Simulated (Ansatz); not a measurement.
**doublet RbLi+: levels of theory compared**

Aim: a comparison of 5 runs (UB2PLYP/def2-TZVPP, UCAM-B3LYP/def2-TZVPP, UPBE-QIDH/def2-TZVPP, USVWN5/def2-TZVPP, UCCSD(T)/def2-TZVPP) of doublet RbLi+. 

The calculation is run with Ansatz 0.2.0.

1 further run of the same task is left out (set aside as unsound or not needed).

## 1. The system as given

RbLi+ has 2 atoms, charge +1, and is taken as a doublet. SMILES of the parent species: `[Li][Rb]`. The shape is that of a PBE0-D4/def2-TZVP optimisation. That shape belongs to the parent species and isn't relaxed for this state.

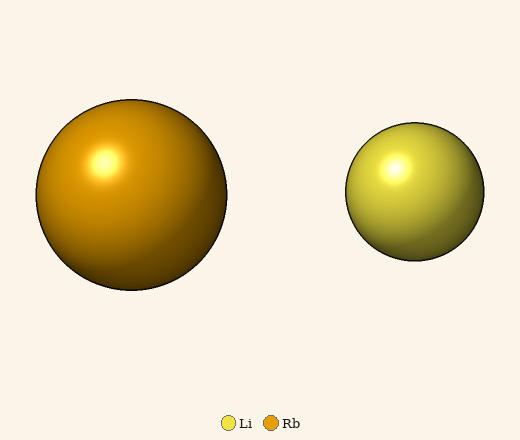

The structure, seen from a chosen angle (lithium yellow, rubidium amber).

## 2. A single-point energy at UB2PLYP/def2-TZVPP (core potential) (run 1)

Input file molecule.yaml:

```yaml
crystal:
  periodic: [false, false, false]
  atoms:
    - {symbol: Li, position_ang: [-0.000000, 0.000000, -0.201360]}
    - {symbol: Rb, position_ang: [0.000000, -0.000000, 3.351730]}
basis:
  gaussian: {orbitals: def2-TZVPP}
accuracy: high
magnetization: {spin_polarized: true, initial_magnetization: 1}
output: {orbitals: {seedname: orbitals}}
hamiltonian: {xc: {name: B2PLYP}}
correlation: {frozen_orbitals: {Li: 0, Rb: 0}}
total_charge: 1
```

Launch:

```
ansatz run molecule.yaml --threads 1 --pin off --max-ram 3480MiB --events-out events.jsonl --progress --plain --runs-dir runs
```

What it wrote:

```text
Warning: RAYON_NUM_THREADS=1 ignored (pool sized by the plan → 1); use --threads N
Functional definition: B2PLYP
  name "B2PLYP"
  parameter a = 0.53
  parameter c = 0.27
  exchange = (1 - a)*b88_x + a*exact_x
  correlation = (1 - c)*lyp_c + c*(mp2_os + mp2_ss)
819 factors; integrals over basis functions are off by at most 3.2e-9 eV
mean field evaluation 1: about -851.8755 eV, gradient 2.5e0 eV
mean field evaluation 2: about -851.8756 eV, gradient 2.5e0 eV
mean field evaluation 4: about -851.9806 eV, gradient 3.2e-1 eV
mean field evaluation 8: about -851.9845 eV, gradient 1.1e-2 eV
mean field evaluation 16: about -851.9846 eV, gradient 2.1e-6 eV
mean field -851.98455166 eV, -31.3098547775 hartree, gradient 2.4e-8 eV, S^2 0.750059; 0 other end points of the search recorded, 0 dependent functions left out
reference -851.98458503 eV, -31.3098560038 hartree; 6, 5 occupied and 53, 54 virtual orbitals, 819 factors
second order -3.75196669 eV of doubles, -0.00000000 eV of singles
Total energy: -852.99761603 eV, -31.3470842066 hartree
```

It took 6.3 s on 1 thread of Arm Neoverse V2, shared host; peak memory 0.25 GiB.

## 3. The energy at UCAM-B3LYP/def2-TZVPP (core potential) (run 2)

Input file input.yaml:

```yaml
crystal:
  periodic: [false, false, false]
  atoms:
    - {symbol: Li, position_ang: [-0.000000, 0.000000, -0.201360]}
    - {symbol: Rb, position_ang: [0.000000, -0.000000, 3.351730]}
basis:
  gaussian:
    orbitals: def2-TZVPP
magnetization:
  spin_polarized: true
  initial_magnetization: 1
accuracy: high
hamiltonian:
  xc: {name: CAM-B3LYP}
total_charge: 1
output: {orbitals: {seedname: orbitals}}
```

Launch:

```
ansatz run input.yaml --threads 1 --pin off --max-ram 3480MiB --events-out events.jsonl --progress --plain --runs-dir runs
```

What it wrote:

```text
Warning: RAYON_NUM_THREADS=1 ignored (pool sized by the plan → 1); use --threads N
Functional definition: CAM-B3LYP
  name "CAM-B3LYP"
  parameter alpha = 0.19
  parameter beta = 0.46
  parameter omega = 0.33/bohr
  parameter ac = 0.81
  exchange = (1 - alpha - beta)*b88_x + beta*b88_x_sr(omega) + alpha*exact_x + beta*exact_x_lr(omega)
  correlation = (1 - ac)*vwn5_c + ac*lyp_c
819 factors; integrals over basis functions are off by at most 3.2e-9 eV
393 factors; integrals over basis functions are off by at most 2.2e-9 eV
mean field evaluation 1: about -854.0169 eV, gradient 2.5e0 eV
mean field evaluation 2: about -854.1212 eV, gradient 7.2e-1 eV
mean field evaluation 4: about -854.1386 eV, gradient 3.5e-1 eV
mean field evaluation 8: about -854.1442 eV, gradient 1.3e-2 eV
mean field evaluation 16: about -854.1442 eV, gradient 5.1e-6 eV
mean field -854.14418981 eV, -31.3892200157 hartree, gradient 6.9e-8 eV, S^2 0.750045; 0 other end points of the search recorded, 0 dependent functions left out
reference -854.14421479 eV, -31.3892209337 hartree; 6, 5 occupied and 53, 54 virtual orbitals, 819 factors
Total energy: -854.14421479 eV, -31.3892209337 hartree
```

It took 6.9 s on 1 thread of Arm Neoverse V2, shared host; peak memory 0.25 GiB.

## 4. The energy at UPBE-QIDH/def2-TZVPP (core potential) (run 3)

Input file molecule.yaml:

```yaml
crystal:
  periodic: [false, false, false]
  atoms:
    - {symbol: Li, position_ang: [-0.000000, 0.000000, -0.201360]}
    - {symbol: Rb, position_ang: [0.000000, -0.000000, 3.351730]}
basis:
  gaussian:
    orbitals: def2-TZVPP
total_charge: 1
magnetization:
  spin_polarized: true
  initial_magnetization: 1
hamiltonian:
  xc: {name: PBE-QIDH}
correlation:
  frozen_orbitals: {Li: 0, Rb: 0}
accuracy: high
output:
  orbitals: {seedname: orbitals}
```

Launch:

```
ansatz run molecule.yaml --threads 1 --pin off --max-ram 3480MiB --events-out events.jsonl --progress --plain --runs-dir runs
```

What it wrote:

```text
Warning: RAYON_NUM_THREADS=1 ignored (pool sized by the plan → 1); use --threads N
Functional definition: PBE-QIDH
  name "PBE-QIDH"
  parameter a = 3^(-1/3)
  parameter c = 1/3
  exchange = (1 - a)*pbe_x + a*exact_x
  correlation = (1 - c)*pbe_c + c*(mp2_os + mp2_ss)
819 factors; integrals over basis functions are off by at most 3.2e-9 eV
mean field evaluation 1: about -851.8923 eV, gradient 2.4e0 eV
mean field evaluation 2: about -851.8924 eV, gradient 2.4e0 eV
mean field evaluation 4: about -852.0487 eV, gradient 4.0e-1 eV
mean field evaluation 8: about -852.0566 eV, gradient 6.3e-3 eV
mean field evaluation 16: about -852.0566 eV, gradient 5.9e-7 eV
mean field -852.05661022 eV, -31.3125028809 hartree, gradient 7.5e-8 eV, S^2 0.750058; 0 other end points of the search recorded, 0 dependent functions left out
reference -852.05661211 eV, -31.3125029503 hartree; 6, 5 occupied and 53, 54 virtual orbitals, 819 factors
second order -3.55142018 eV of doubles, -0.00000000 eV of singles
Total energy: -853.24041884 eV, -31.3560070451 hartree
```

It took 5.1 s on 1 thread of Arm Neoverse V2, shared host; peak memory 0.25 GiB.

Run 4 isn't shown in full; the table further down has it.

## 5. A single-point energy at UCCSD(T)/def2-TZVPP (core potential) (run 5)

Changes to input.yaml since step 3:

```diff
@@ -8,2 +8,5 @@
     orbitals: def2-TZVPP
+total_charge: 1
+scf:
+  omitted_lower_state_checks: [cluster_reference, increment]
 magnetization:
@@ -12,5 +15,4 @@
 accuracy: high
-hamiltonian:
-  xc: {name: CAM-B3LYP}
-total_charge: 1
-output: {orbitals: {seedname: orbitals}}
+correlation:
+  method: ccsd_t
+  frozen_orbitals: {Li: 0, Rb: 0}
```

Launch:

```
ansatz run input.yaml --threads 1 --pin off --max-ram 3480MiB --events-out events.jsonl --progress --plain --runs-dir runs
```

What it wrote:

```text
Warning: RAYON_NUM_THREADS=1 ignored (pool sized by the plan → 1); use --threads N
[... 32 lines left out ...]
Total energy: -850.10826432 eV, -31.2409024898 hartree
Checks for a lower state left out: cluster_reference, increment
```

It took 2.7 s on 1 thread of Arm Neoverse V2, shared host; peak memory 0.29 GiB.

## 6. Overview of the runs

| run | level | frozen core orbitals | energy (Eh) | HOMO energy (eV) | LUMO energy (eV) | ⟨S²⟩ | wall time |
| --- | --- | --- | --- | --- | --- | --- | --- |
| 1 | UB2PLYP/def2-TZVPP (core potential) | 0 | -31.347084 | -8.56 | -4.85 | 0.750 | 6.3 s |
| 2 | UCAM-B3LYP/def2-TZVPP (core potential) | – | -31.389221 | -8.96 | -5.15 | 0.750 | 6.9 s |
| 3 | UPBE-QIDH/def2-TZVPP (core potential) | 0 | -31.356007 | -9.10 | -4.16 | 0.750 | 5.1 s |
| 4 | USVWN5/def2-TZVPP (core potential) | – | -31.190727 | -7.45 | -6.43 | 0.750 | 2 s |
| 5 | UCCSD(T)/def2-TZVPP (core potential) | 0 | -31.240902 | – | – | 0.750 | 2.7 s |

## 7. Results

| quantity | value |
| --- | --- |
| run 5: total energy | -31.24090 Eh |
| run 5: correlation energy | -136.6 mEh |
| run 5: (T) correction | -1.70 mEh |
| run 5: ⟨S²⟩ of the reference determinant | 0.750 |
| run 5: T1 diagnostic | 0.010 |

Totals of different functionals can't be ranked against each other. All runs together took 23 s, the longest 6.9 s.
